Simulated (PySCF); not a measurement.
```yaml
atoms:
  - { symbol: C, position_ang: [-0.0600, 2.3471, -0.5115] }
  - { symbol: C, position_ang: [-0.1824, 1.1966, 0.1934] }
  - { symbol: C, position_ang: [0.1208, -0.1021, -0.3306] }
  - { symbol: Si, position_ang: [1.5410, -1.0150, 0.7416] }
  - { symbol: Si, position_ang: [-1.4721, -1.3095, -0.2716] }
  - { symbol: H, position_ang: [0.2829, 2.3461, -1.5346] }
  - { symbol: H, position_ang: [-0.2987, 3.3050, -0.0805] }
  - { symbol: H, position_ang: [-0.5306, 1.2462, 1.2176] }
  - { symbol: H, position_ang: [0.4618, -0.0330, -1.3651] }
  - { symbol: H, position_ang: [2.6370, -0.0550, 0.6067] }
  - { symbol: H, position_ang: [1.7546, -2.2809, 0.0524] }
  - { symbol: H, position_ang: [1.0133, -1.1289, 2.0958] }
  - { symbol: H, position_ang: [-2.4141, -0.5496, -1.0944] }
  - { symbol: H, position_ang: [-1.0055, -2.5519, -0.8736] }
  - { symbol: H, position_ang: [-1.8524, -1.4072, 1.1324] }
```

Geometry: GFN2-xTB.

Method: PySCF, UKS B3LYP, pcH-1 on C H Si, non-relativistic, mean-field spin-orbit, GIAO.

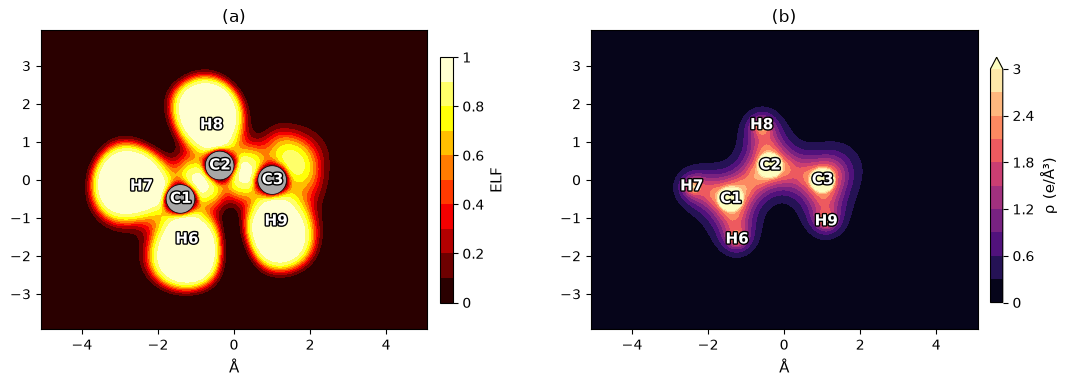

C₃H₁₀Si₂ (SMILES [CH2+][CH]C([SiH3])[SiH3]) (charge +1, doublet). (a) electron localisation function; (b) total electron density on the plane of atoms C3, C2 and H8. Grey discs cover the atomic cores in the ELF map.

Interpret the plot.

Answer. The plane passes through C and H nuclei. C–C (1.35 Å): ρ at the midpoint is about 2.3 e/Å³; the ELF peaks at about 0.95 between the atoms (a covalent bond). C–H (1.08 Å): ρ at the midpoint is about 2.1 e/Å³; the ELF climbs to about 1 towards the hydrogen, as it does in any bond to H; an ordinary covalent bond to hydrogen. C–C (1.43 Å): ρ at the midpoint is about 1.9 e/Å³; the ELF peaks at about 0.95 between the atoms; localised, covalent bonding.
